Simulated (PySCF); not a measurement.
**C4H4F, doublet, SMILES `C=C1[CH]C1F`: what the electrons do**

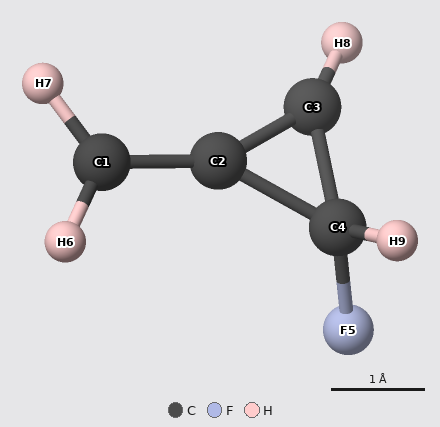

The molecule, with its atoms numbered as below. No frequency check shows the geometry to be a minimum.

Coordinates in Å:

```
C1      -1.8896   -0.5206   -0.0629
C2      -0.7155    0.1304    0.0471
C3       0.0626    1.2400   -0.0943
C4       0.7104    0.0468    0.4643
F5       1.6100   -0.6598   -0.3161
H6      -1.9647   -1.5709    0.1560
H7      -2.7810   -0.0027   -0.3717
H8       0.2304    2.1753   -0.5662
H9       1.0179   -0.0427    1.5019
```

### 1. Bonding charge

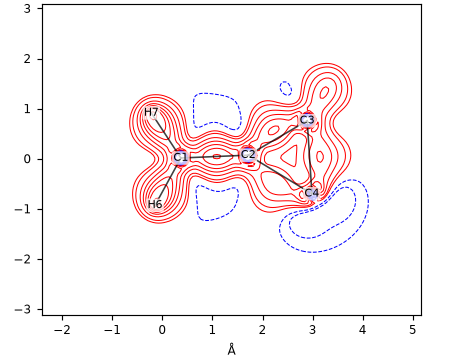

Deformation density (molecule less spherical, spin-averaged free atoms) in the plane of C1, C2, C3, C4, H6 and H7; contours at ±0.05 to ±0.8 e/Å³; solid red lines: gain, dashed blue lines: loss.

Method: BLYP/6-31G*; geometry: GFN2-xTB; program: PySCF. The stability of the open-shell solution wasn't checked. GFN2-xTB doesn't know the spin state, so this open-shell geometry is rough.

**Describe the bonding that the map shows.**

C1–H6: +0.65 e/Å³ at the bond critical point (bond length 1.07 Å, Mayer order 0.9). C1–H7: +0.64 e/Å³ at the bond critical point (bond length 1.08 Å, Mayer order 0.9). C1–C2: +0.60 e/Å³ at the bond critical point (bond length 1.35 Å, Mayer order 1.6). C2–C3: +0.49 e/Å³ at the bond critical point (bond length 1.36 Å, Mayer order 1.4). C3–C4: +0.36 e/Å³ at the bond critical point (bond length 1.47 Å, Mayer order 1.0). C2–C4: +0.34 e/Å³ at the bond critical point (bond length 1.49 Å, Mayer order 0.9). In all, 1.8 electrons gather in the regions of gain relative to the promolecule.

### 2. Bond critical points

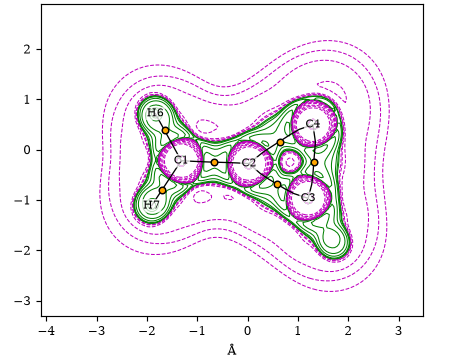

Negative Laplacian of the density (−∇²ρ) in the plane of C1, C2, C3, C4, H6 and H7 (solid green lines positive, dashed magenta lines negative, contours at ±0.02 to ±8 a.u.), with bond paths and bond critical points (dots).

**Sort the bonds in the plane by the sign of ∇²ρ at their critical points.**

Concentrated (∇²ρ < 0): C1–C2 (−0.95 a.u.); C2–C3 (−0.72 a.u.); C1–H6 (−0.99 a.u.); C1–H7 (−0.99 a.u.); C3–C4 (−0.47 a.u.); C2–C4 (−0.42 a.u.). At none is it depleted.

**Where along C1–H6 does the critical point lie?**

0.69 Å from C1 and 0.39 Å from H6.

### 3. Electrostatic potential

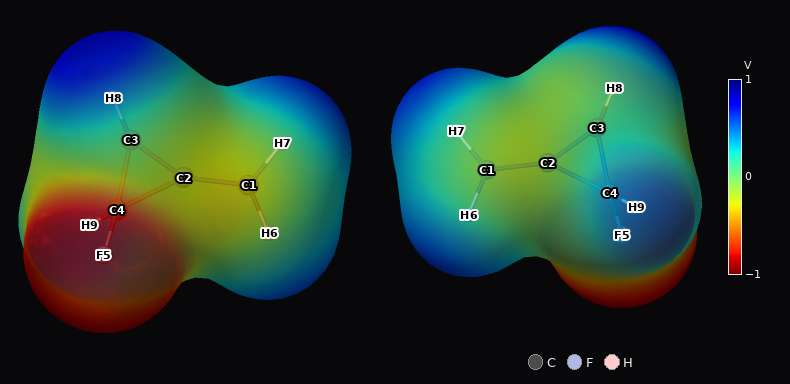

Electrostatic potential on the surface of electron density 0.001 a.u. (back view left, front view right).

**Where are the extremes of the potential on the surface?**

Highest: 0.86 V, 1.3 Å from H8. Further maxima include 0.68 V, 1.3 Å from H7; 0.65 V, 1.3 Å from H6. Lowest: −0.95 V, 1.6 Å from F5. Further minima include −0.15 V, off the C1–C2 bond (2.0 to 2.1 Å from its atoms). The surface is sampled at points, so like sites can differ by a few per cent and only the strongest of them is named.

### 4. Spin density

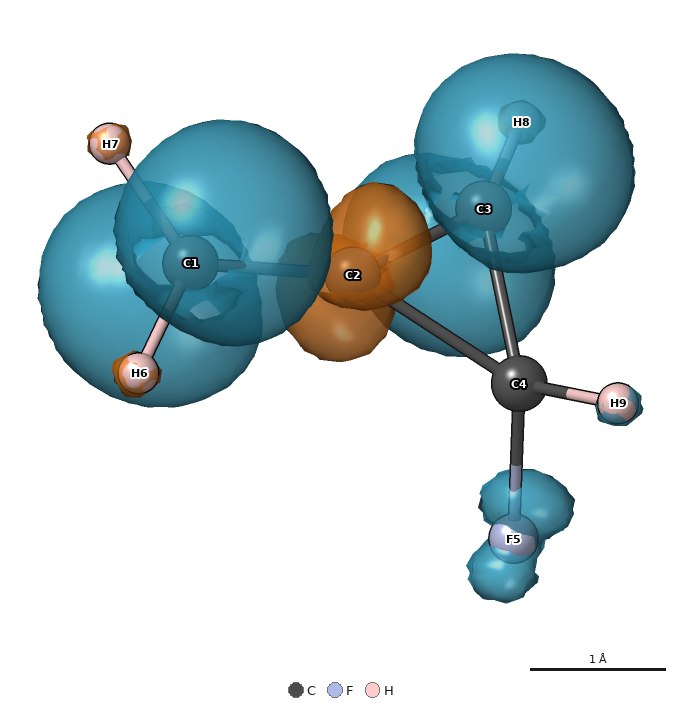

Spin density ρα − ρβ at ±0.03 e/Å³ (light blue: excess α, orange: excess β).

**Give the atomic spin populations that go with this picture.**

Hirshfeld spin populations: C1 +0.44 and C3 +0.40. ⟨S²⟩ = 0.76, against 0.75 for a pure state. The picture also shows regions of β spin from spin polarisation; the Hirshfeld sums, whose atoms overlap, net them against the α spin of neighbours.

### 5. Removing or adding an electron

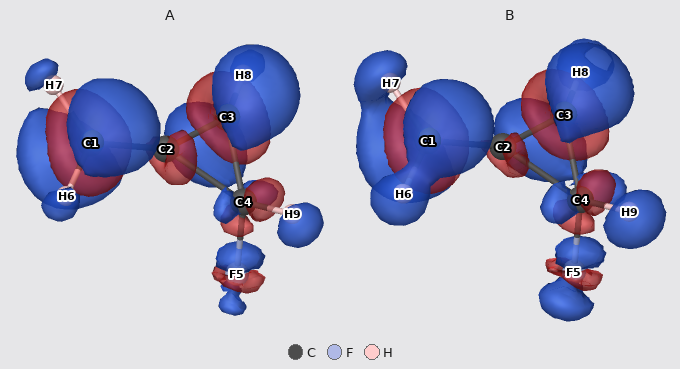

The two Fukui functions at ±0.03 e/Å³ (blue positive, red negative).

Level of theory: PBE0/def2-SVPD (PySCF), at a geometry from GFN2-xTB. GFN2-xTB doesn't know the spin state, so this open-shell geometry is rough.

**Why do the two look alike?**

The electron leaves from or enters the same singly occupied orbital. A is f⁺, B is f⁻. f⁻ (Hirshfeld-condensed) is largest on C1 (0.24) and C3 (0.23); the vertical ionisation energy is 8.83 eV (to the singlet cation, which needn't be its lowest state). f⁺ (Hirshfeld-condensed) is largest on C1 (0.25) and C3 (0.21); the vertical electron affinity is 1.07 eV (to the singlet anion, which needn't be its lowest state; the anion's highest orbital has positive energy, so this value and f⁺ depend on the basis).
